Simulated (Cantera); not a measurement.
Feed: 1 mol Si2H6, 0.21 mol CO2, 37 mol N2, equilibrated at 50000 Pa.

Equilibrium computed with Cantera from the NASA thermochemical tables; the gas is ideal and each condensed phase is pure. Candidate condensed phases: C, C6H6, C7H8, C8H18, H2O, Si, SiC, SiO2, Si2N2O, Si3N4; 151 gas species. The feed counts by its element totals alone. Mutual solubility and eutectic melting of coexisting phases are not modelled. The tables' values for SiN are old estimates; treat these amounts as uncertain. Gases not in the tables: Si2H6 and higher silanes. Rates play no part.

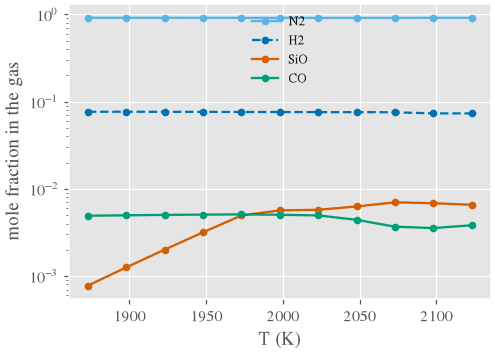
Figure: Equilibrium gas composition (values under 1e-9 drawn at 1e-9)

From 1873 K to 1973 K the condensed part is Si2N2O(s) + Si3N4(s). From 1998 K to 2023 K the condensed part is Si3N4(s). From 2048 K to 2073 K the condensed part is SiC(s) + Si3N4(s). From 2098 K to 2123 K the condensed part is Si(l) + SiC(s). The main Si-bearing gas is SiO throughout. The share of Si in condensed phases is highest at 1873 K (98.5 %) and lowest at 2098 K (85.2 %).
